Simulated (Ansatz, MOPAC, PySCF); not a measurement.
H2S (SMILES S) and CH6Si (SMILES C[SiH3]) are pulled apart as rigid monomers along the line of their centres of mass, from the B3LYP-D3(BJ)/def2-TZVP minimum. Starting geometry (charge 0, multiplicity 1):
```xyz
11

S     -0.00899    -0.53451     0.30546
H     -0.02062    -1.57213     1.15728
H     -1.14679    -0.03469     0.81339
C      1.11895     1.07670     3.83198
Si    -0.39967     0.04363     4.19592
H      1.97755     0.72097     4.40444
H      0.94910     2.12298     4.09251
H      1.36591     1.02176     2.77085
H     -0.17126    -1.37909     3.83930
H     -1.56756     0.52434     3.41590
H     -0.75393     0.10406     5.63541
```

Interaction energies with rigid monomers; basis-set methods are counterpoise corrected unless marked otherwise.

Cores are frozen in the correlated methods. Rows in 6-31G* carry no dispersion term and start afresh at each structure (6-31G* with six Cartesian d functions). The state that PM3 reach isn't checked.

Programs: Ansatz (Gaussian orbitals); MOPAC for PM3 (differences of heats of formation); PySCF for 6-31G* rows, the dispersion terms. Each number belongs to the level named beside it.

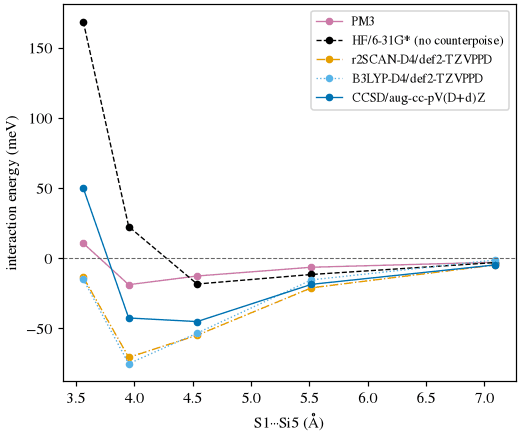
Interaction energy against separation

Task: Which level binds most strongly at S1···Si5 = 3.95, and by how much?

Result: B3LYP-D4/def2-TZVPPD, -75 meV.

Ansatz is a quantum-chemistry and plane-wave program.
